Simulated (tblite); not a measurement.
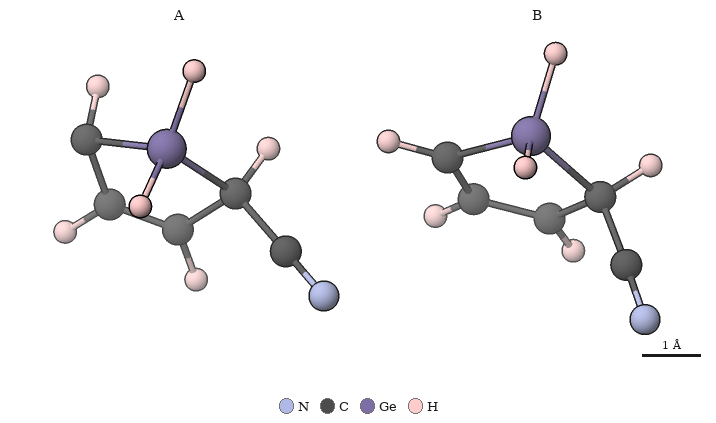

Two geometries of C5H6GeN (multiplicity 2), drawn at one scale. One is the start of a relaxation, the other its converged end. A ball-and-stick model, seen from a free direction.

The calculation used GFN2-xTB geometry optimisation, gas phase in tblite. 

Which of the two is the end point?

Structure B is the relaxed one. After 86 geometry steps the energy has fallen by 35.5 kcal/mol. The atom that moves furthest after the best rigid fit is an H atom (1.71 Å). By element the largest moves are H 1.71 Å, N 0.78 Å, C 0.40 Å, Ge 0.26 Å. Among the contacts that change: C–C 1.272 → 1.374 Å, C–C 1.472 → 1.386 Å, C–Ge 1.953 → 2.019 Å, C–H 1.140 → 1.079 Å. Among the angles between lasting bonds that change: Ge–C–H 108.2° → 128.5°, C–C–H 106.9° → 121.5°, C–C–Ge 98.2° → 110.0°. Cost: 0.43 s on 1 thread of Arm Neoverse V2 (shared host).
